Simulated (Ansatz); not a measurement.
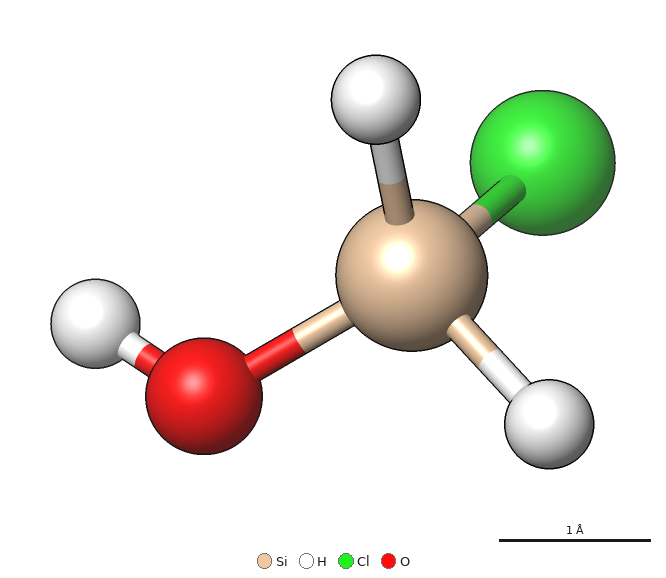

Every bond is drawn as one stick, whatever its order.

The geometry was computed by an optimisation with PBE0-D4/def2-TZVP.

> Which formula does it have?

ClH3OSi, 6 atoms: 1 chlorine, 3 hydrogen, 1 oxygen and 1 silicon.

> Count the bonded pairs by element.

2 Si–H, 1 O–Si, 1 Cl–Si, 1 O–H. Sticks follow a distance rule.

> How many atoms are distinct by symmetry?

6: 1 Si, 1 H, 1 H, 1 Cl, 1 O, 1 H.

> Give the symmetry (Schoenflies symbol).

C1.

The parts below concern this one geometry. Atoms keep their numbers from picture to picture.

### Shape

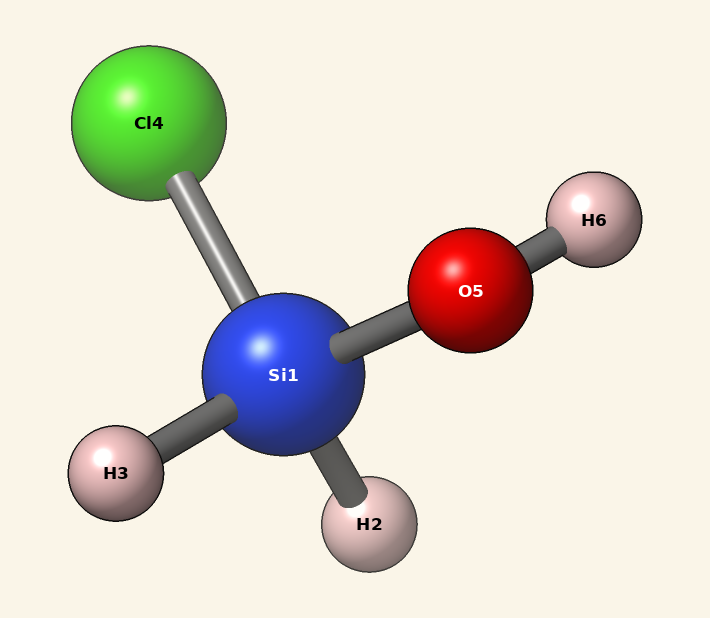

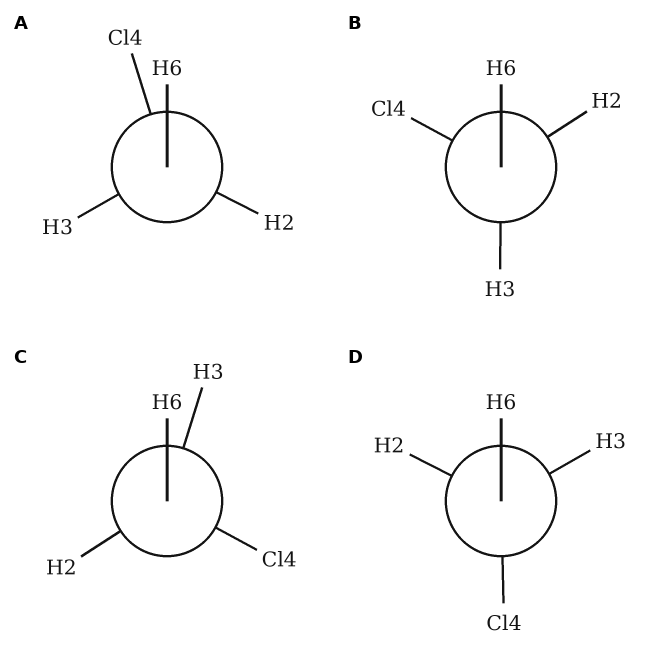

Distant atoms are faded towards the background colour. Bonds that would overlap in a projection are set slightly apart.

> Which Newman projection shows the view along O5–Si1, with O5 in front?

B. The torsion angle H6–O5–Si1–Cl4 is −61°, synclinal (gauche).

### Vibrations

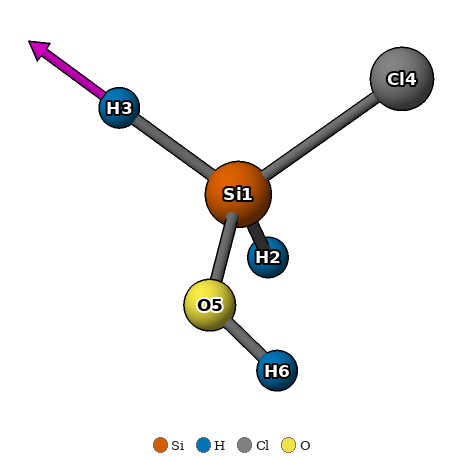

The arrows show one normal mode. Harmonic vibrations computed with RKS PBE0-D4/def2-TZVP (Ansatz 0.2.0) at a stationary point of the same level.

> What kind of motion is it?

Mostly Si–H stretching.

> At what wavenumber does it lie?

2290 cm⁻¹; it is mode 11 of 12 counted from the lowest.

### Dipole moment

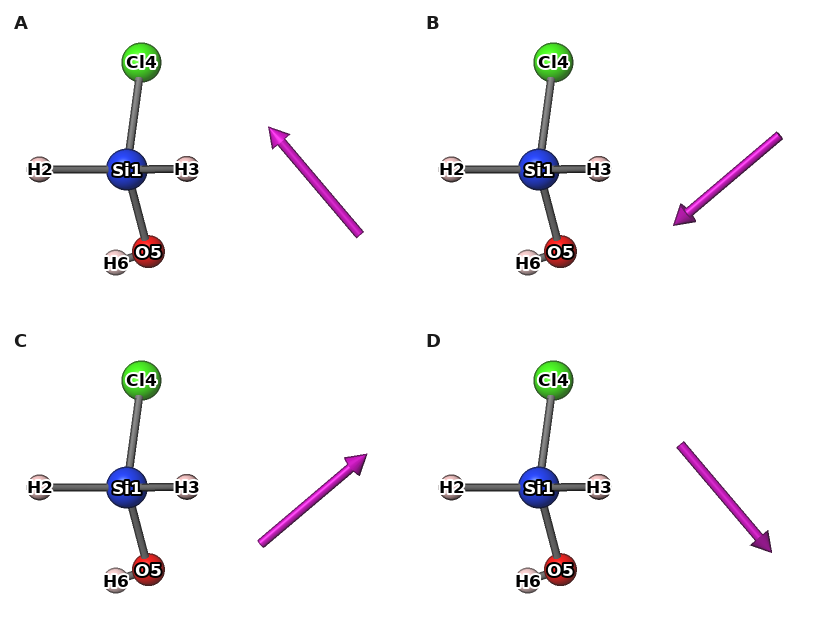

The same molecule four times, each with an arrow. Method: RKS PBE0-D4/def2-TZVP (Ansatz 0.2.0).

> Which arrow points along the dipole moment, from the negative to the positive end?

B. The dipole moment is 1.46 D; it points from the side of H3, Cl4 to the side of H6 (the outermost atoms at the two ends).

### Charges

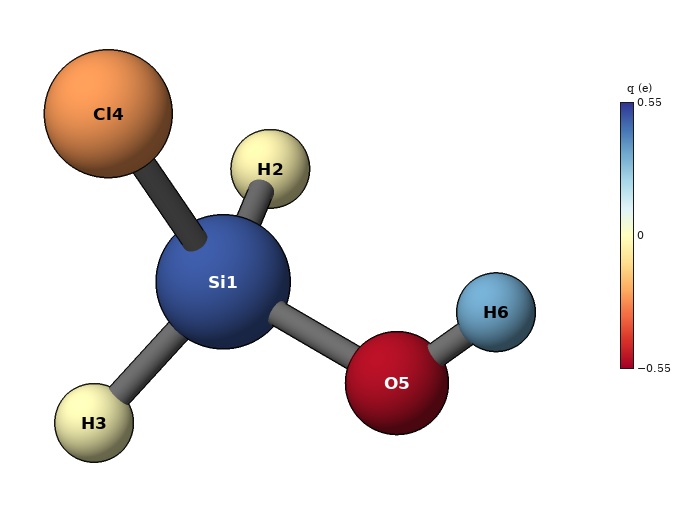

Atoms are coloured by their Mulliken charges. Level of theory: RKS PBE0-D4/def2-TZVP (Ansatz 0.2.0).

List the Mulliken charges.

```
atom  value (e)
 Si1       0.48
  H2      −0.03
  H3      −0.02
 Cl4      −0.25
  O5      −0.51
  H6       0.33
```

Mulliken values depend strongly on the basis set and can even reverse the polarity of a bond.
